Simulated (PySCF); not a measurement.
**MP2/pcseg-0 run of FHSi (SMILES F[SiH])**

Aim: a geometry optimisation of FHSi. 

The results are computed with PySCF 2.14.0.

### 1 The system as given

The species is FHSi (3 atoms), typed as a singlet with charge 0. As SMILES, `F[SiH]`. The start is not the relaxed shape. The run starts from this shape.

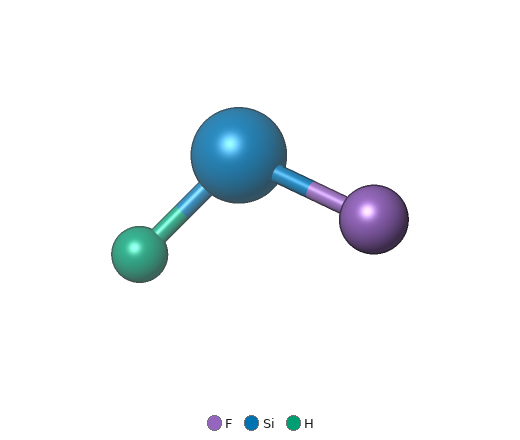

The structure, seen from a chosen angle (fluorine purple, silicon blue, hydrogen teal).

### 2 A structure relaxation at MP2/pcseg-0

The input, job.py:

```python
from pyscf import gto, mp
from pyscf.geomopt.geometric_solver import kernel as optimise

mol = gto.Mole()
mol.atom = [
    ('F', (-1.088455, 0.171123, -0.570711)),
    ('Si', (0.460594, 0.517747, 0.174794)),
    ('H', (1.164761, -0.754949, 0.437402)),
]
mol.max_memory = 1860
mol.charge = 0
mol.verbose = 3
mol.basis = 'pcseg-0'
mol.build()

mf = mol.RHF()
mf.kernel()
pt = mp.MP2(mf, frozen=6).run()
converged, mol_eq = optimise(pt, maxsteps=50, convergence_set='NWCHEM_LOOSE', coordsys='cart')
print('converged:', converged)
print(mol_eq.tostring())

mf.reset(mol_eq)
mol = mol_eq
mf.kernel()
pt = mp.MP2(mf, frozen=6).run()
energy = pt.e_tot
print('E(%s) = %.9f' % ('MP2', energy))
```

Command:

```bash
$ OMP_NUM_THREADS=1 python job.py
```

Log:

```text
converged SCF energy = -388.257119170546
E(RMP2) = -388.427955283832  E_corr = -0.170836113286493
E(SCS-RMP2) = -388.426865835252  E_corr = -0.169746664706387

convergence_set           NWCHEM_LOOSE
[... 21 lines left out ...]
> Will converge when all 5 criteria are reached:
[... 16 lines left out ...]
converged SCF energy = -388.257119170546
[... 18 lines left out ...]
converged SCF energy = -388.264394429169
[... 39 lines left out ...]
converged SCF energy = -388.26732599558
[... 39 lines left out ...]
converged SCF energy = -388.268665275811
[... 39 lines left out ...]
converged SCF energy = -388.268747090099
[... 32 lines left out ...]
Converged! =D
[... 1 line left out ...]
converged: True
F          -0.98553872        0.10373713       -0.52600319
Si          0.44379812        0.61128357        0.17189998
H           1.07864060       -0.78109970        0.39558821
converged SCF energy = -388.268745115242
E(RMP2) = -388.437048128022  E_corr = -0.168303012780732
E(SCS-RMP2) = -388.436189182336  E_corr = -0.167444067093984
E(MP2) = -388.437048128
```

Run time: 1.3 s. Hardware: 1 thread of AMD EPYC 9R45 (Zen 5), shared host; peak memory 0.14 GiB.

The path in brief:

```
step  energy from the first frame kept (eV)  largest force (eV/Å)
   0                                 0.0000                2.4929
   1                                -0.1613                0.8884
   2                                -0.1990                0.5846
   3                                -0.2295                0.5134
   4                                -0.2393                0.3991
   5                                -0.2467                0.1415
   6                                -0.2474                0.0223
   7                                -0.2474                0.0013
   8                                -0.2474                0.0000
```

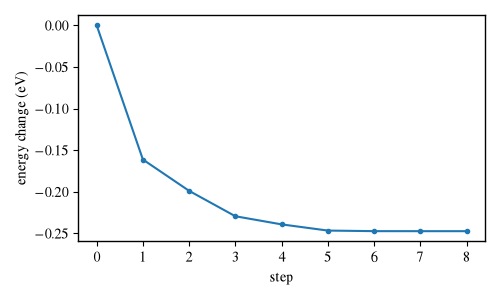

Energy along the run.

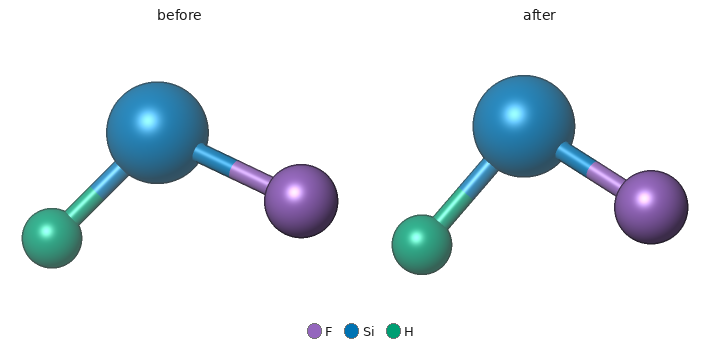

Before and after, at one scale.

After the run. Bond lengths: F1–Si2 1.670 Å, Si2–H3 1.547 Å. Angles: F1–Si2–H3 97.9°.

### 3 Results

Level: MP2/pcseg-0, 6 core orbitals frozen.

| quantity | value |
| --- | --- |
| total energy at the end | -388.43705 Eh |
| dipole moment (Hartree–Fock density) | 1.81 D |
| HOMO energy (Hartree–Fock orbitals) | -9.71 eV |
| LUMO energy (Hartree–Fock orbitals) | 0.36 eV |
| HOMO–LUMO gap (Hartree–Fock orbitals) | 10.07 eV |
| correlation energy (6 core orbitals frozen) | -168.3 mEh |

At the final geometry: Bond lengths: F1–Si2 1.670 Å, Si2–H3 1.547 Å. Angles: F1–Si2–H3 97.9°. The optimisation took 8 steps and changed the energy by -0.247 eV.
